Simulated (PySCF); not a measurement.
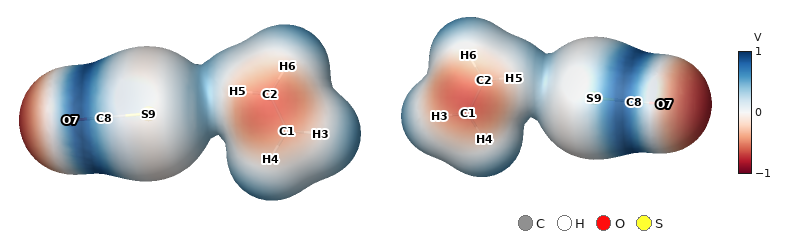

Figure 1: C3H4OS, SMILES `C=C.O=C=S`. Electrostatic potential on the surface of electron density 0.001 a.u. (back view left, front view right).

Level of theory: HF/def2-SVP (PySCF), at a geometry from GFN2-xTB. The pair's geometry is semi-empirical, so its contact may be too short or too long. GFN2-xTB bond lengths at metals and heavier atoms can be off by up to 0.1 Å and shapes distorted, which carries into these values.

Coordinates in Å:

```
C1      -3.6499   -0.5818    0.0879
C2      -3.0909    0.6075    0.1617
H3      -4.7161   -0.7066   -0.0096
H4      -3.0688   -1.4888    0.1206
H5      -2.0248    0.7319    0.2583
H6      -3.6717    1.5148    0.1288
O7       3.4091   -0.0899    0.3509
C8       2.2934   -0.0328    0.0613
S9       0.8059    0.0444   -0.3232
```

Q: Where are the extremes of the potential on the surface?

A: Highest: 0.93 V, 1.8 Å from C8. Lowest: −0.77 V, 1.7 Å from O7. Further minima include −0.65 V, off the C1–C2 bond (2.2 to 2.3 Å from its atoms); −0.62 V, off the C1–C2 bond (2.2 Å from its atoms). The surface is sampled at points, so like sites can differ by a few per cent and only the strongest of them is named.

Q: What volume does the surface enclose, and what is the dipole moment?

A: About 121 Å³; the dipole moment is 0.7 D.
